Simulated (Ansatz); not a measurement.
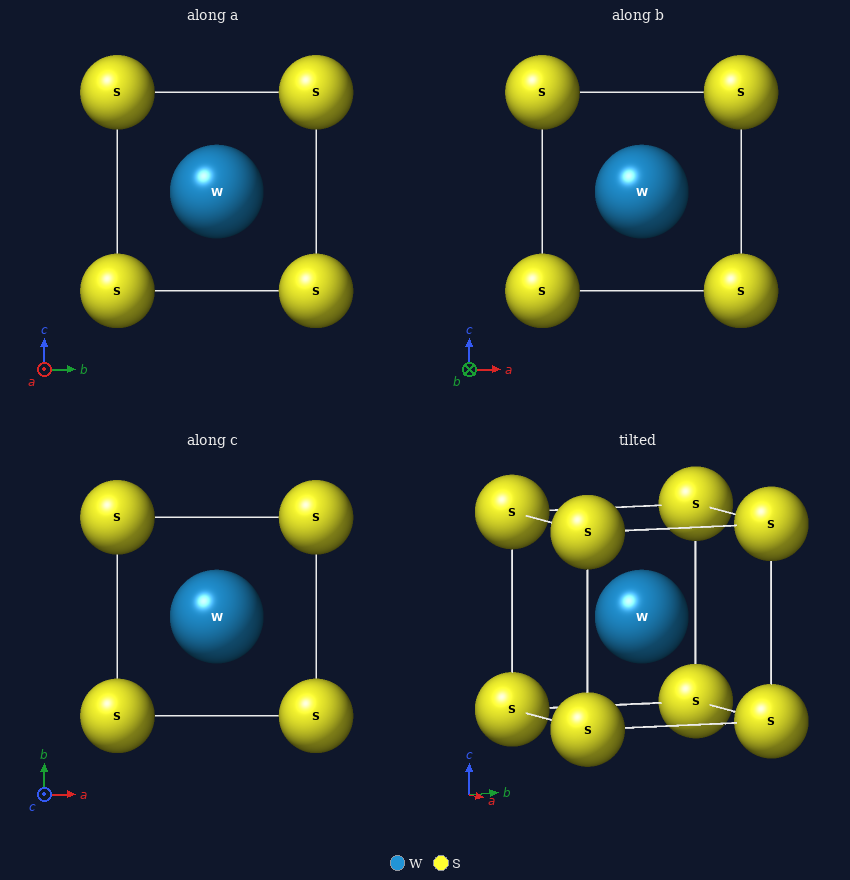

An orthographic spheres-only view of the structure, along the a axis, along the b axis, along the c axis and slightly off an axis. The conventional unit cell is drawn as a box.

Lattice parameters: a = 3.0079 Å, b = 3.0079 Å, c = 3.0079 Å, α = 90.000°, β = 90.000°, γ = 90.000°.

Q: From the views, write a CIF with its space group and independent sites.

A:
```cif
data_structure
_symmetry_space_group_name_H-M 'P m -3 m'
_symmetry_Int_Tables_number 221
_cell_length_a 3.0079
_cell_length_b 3.0079
_cell_length_c 3.0079
_cell_angle_alpha 90.000
_cell_angle_beta 90.000
_cell_angle_gamma 90.000
_cell_volume 27.21
loop_
_atom_site_label
_atom_site_type_symbol
_atom_site_symmetry_multiplicity
_atom_site_Wyckoff_symbol
_atom_site_fract_x
_atom_site_fract_y
_atom_site_fract_z
_atom_site_occupancy
W1 W 1 b 0.5000 0.5000 0.5000 1
S1 S 1 a 0.0000 0.0000 0.0000 1
```

The model was built from a structure type filled with these elements by a generator (whether the compound takes this form wasn't checked). The picture shows the end point of a geometry optimisation with Ansatz, DFT PBE, scalar-relativistic, plane waves, PAW.
